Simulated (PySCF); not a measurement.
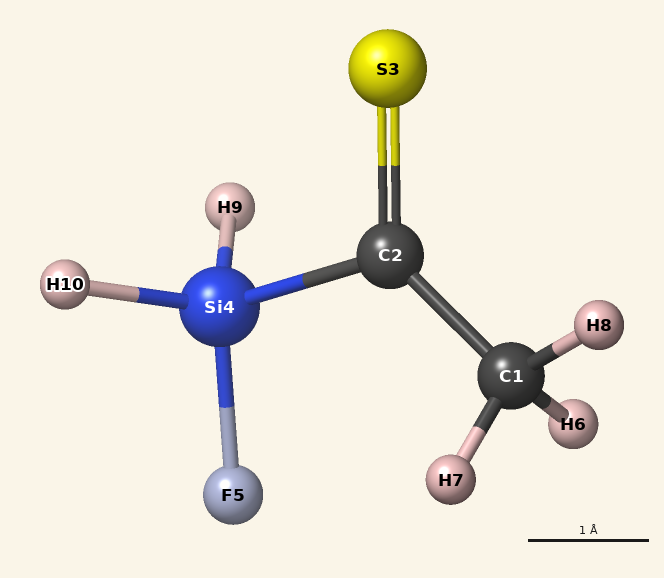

The computed structure is the end point of a PBE0-D3(BJ)/def2-SVP optimisation. No frequency run is at hand to confirm it as a minimum.

> What is the geometry at Si4?

Si4 has 4 neighbours (C2 at 1.89, F5 at 1.63, H9 at 1.49, H10 at 1.49 Å); the arrangement is tetrahedral.

> What is the geometry at C1?

C1 has 4 neighbours (C2 at 1.49, H6 at 1.10, H7 at 1.10, H8 at 1.10 Å); the arrangement is tetrahedral.

> What is the geometry at C2?

C2 has 3 neighbours (C1 at 1.49, S3 at 1.63, Si4 at 1.89 Å); the arrangement is trigonal planar.

> What is the dihedral angle S3–C2–Si4–F5?

179° in size, that is anti.
